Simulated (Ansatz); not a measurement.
**AlBH2OF2 (SMILES O[B](F)[AlH][F]): SVWN5/6-31G(d) (spherical functions)**

What is the vertical singlet–triplet gap of AlBH2OF2 at SVWN5/6-31G* (spherical functions)? 

Program for the calculation: Ansatz 0.2.0.

128 further runs of the same task are left out: 128 set aside as unsound or not needed.

**1. The molecule**

The species is AlBH2OF2 (7 atoms), meant as a singlet with charge 0. SMILES: `O[B](F)[AlH][F]`. Geometry: relaxed at PBE0-D4/def2-TZVP. This is one conformer, not always the lowest.

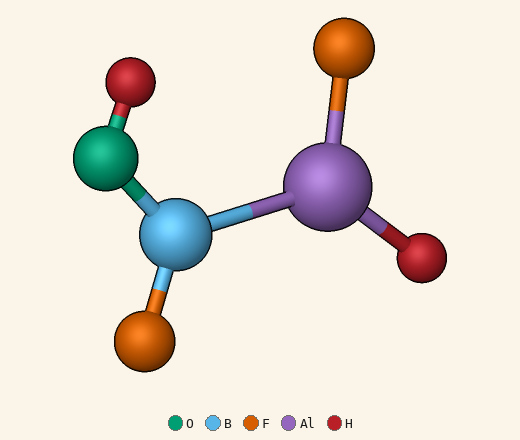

The structure, seen from a chosen angle (oxygen teal, boron blue, fluorine orange, aluminium purple, hydrogen red).

**2. A single-point energy at SVWN5/6-31G(d) (spherical functions)**

Contents of molecule.yaml:

```yaml
crystal:
  periodic: [false, false, false]
  atoms:
    - {symbol: O, position_ang: [0.462300, -0.166500, 1.769000]}
    - {symbol: B, position_ang: [0.511800, -0.675600, 0.519100]}
    - {symbol: F, position_ang: [1.170800, -1.824800, 0.394500]}
    - {symbol: Al, position_ang: [-0.411500, 0.301600, -1.162100]}
    - {symbol: F, position_ang: [-1.152700, 1.713100, -0.697800]}
    - {symbol: H, position_ang: [-0.019900, 0.662300, 1.825000]}
    - {symbol: H, position_ang: [-0.499600, -0.078200, -2.693300]}
basis:
  gaussian:
    orbitals: 6-31G_st_-spherical.json
accuracy: high
hamiltonian:
  xc: {name: SVWN5}
output: {orbitals: {seedname: orbitals}}
```

The basis set 6-31G* is read from a file made from the Basis Set Exchange's data (not shown).

The run is started by

```bash
$ ansatz run molecule.yaml --threads 1 --pin off --max-ram 3480MiB --events-out events.jsonl --progress --plain --runs-dir runs
```

Output:

```text
Warning: RAYON_NUM_THREADS=1 ignored (pool sized by the plan → 1); use --threads N
Functional definition: SVWN5
  name "SVWN5"
  exchange = slater_x
  correlation = vwn5_c
1697 factors; integrals over basis functions are off by at most 5.8e-9 eV
mean field evaluation 1: about -14698.1786 eV, gradient 6.1e1 eV
mean field evaluation 2: about -14661.6665 eV, gradient 1.5e2 eV
mean field evaluation 4: about -14704.2365 eV, gradient 1.2e1 eV
mean field evaluation 8: about -14704.4573 eV, gradient 3.9e-1 eV
mean field evaluation 16: about -14704.4576 eV, gradient 4.8e-6 eV
mean field -14704.45755525 eV, -540.3788481161 hartree, gradient 5.8e-8 eV, S^2 0.000000; 0 other end points of the search recorded, 0 dependent functions left out
reference -14704.45755916 eV, -540.3788482600 hartree; 23, 23 occupied and 55, 55 virtual orbitals, 1697 factors
Total energy: -14704.45755916 eV, -540.3788482600 hartree
```

It took 3.6 s on 1 thread of Arm Neoverse V1, shared host; peak memory 0.19 GiB.

**3. The triplet, same level**

Contents of job.yaml:

```yaml
crystal:
  periodic: [false, false, false]
  atoms:
    - {symbol: O, position_ang: [0.462300, -0.166500, 1.769000]}
    - {symbol: B, position_ang: [0.511800, -0.675600, 0.519100]}
    - {symbol: F, position_ang: [1.170800, -1.824800, 0.394500]}
    - {symbol: Al, position_ang: [-0.411500, 0.301600, -1.162100]}
    - {symbol: F, position_ang: [-1.152700, 1.713100, -0.697800]}
    - {symbol: H, position_ang: [-0.019900, 0.662300, 1.825000]}
    - {symbol: H, position_ang: [-0.499600, -0.078200, -2.693300]}
basis:
  gaussian:
    orbitals: 6-31G_st_-spherical.json
magnetization:
  spin_polarized: true
  initial_magnetization: 2
hamiltonian:
  xc: {name: SVWN5}
accuracy: high
output: {orbitals: {seedname: orbitals}}
```

The basis set 6-31G* is read from a file made from the Basis Set Exchange's data (not shown).

The run is started by

```bash
$ ansatz run job.yaml --threads 1 --pin off --max-ram 3480MiB --events-out events.jsonl --progress --plain --runs-dir runs
```

Output:

```text
Warning: RAYON_NUM_THREADS=1 ignored (pool sized by the plan → 1); use --threads N
Functional definition: SVWN5
  name "SVWN5"
  exchange = slater_x
  correlation = vwn5_c
1697 factors; integrals over basis functions are off by at most 5.8e-9 eV
mean field evaluation 1: about -14695.0629 eV, gradient 4.2e1 eV
mean field evaluation 2: about -14643.2636 eV, gradient 1.2e2 eV
mean field evaluation 4: about -14700.5945 eV, gradient 1.2e1 eV
mean field evaluation 8: about -14701.0675 eV, gradient 4.9e-1 eV
mean field evaluation 16: about -14701.0631 eV, gradient 2.1e-4 eV
mean field -14701.06314741 eV, -540.2541059287 hartree, gradient 3.4e-8 eV, S^2 2.001392; 0 other end points of the search recorded, 0 dependent functions left out
reference -14701.06315115 eV, -540.2541060661 hartree; 24, 22 occupied and 54, 56 virtual orbitals, 1697 factors
Total energy: -14701.06315115 eV, -540.2541060661 hartree
```

Wall time 5.4 s (1 thread of Arm Neoverse V1, shared host); peak memory 0.22 GiB.

**4. Results**

Level: SVWN5/6-31G* (spherical functions).

| quantity | value |
| --- | --- |
| singlet: total energy | -540.37885 Eh |
| singlet: HOMO energy | -6.38 eV |
| singlet: LUMO energy | -2.76 eV |
| singlet: HOMO–LUMO gap | 3.61 eV |
| triplet: total energy | -540.25411 Eh |
| triplet: HOMO energy (highest over α and β) | -3.47 eV |
| triplet: ⟨S²⟩ | 2.001 |
| vertical energy of the triplet above the singlet | 3.394 eV |

What this shows: At this shape the triplet lies 3.39 eV (78 kcal/mol) above the singlet.
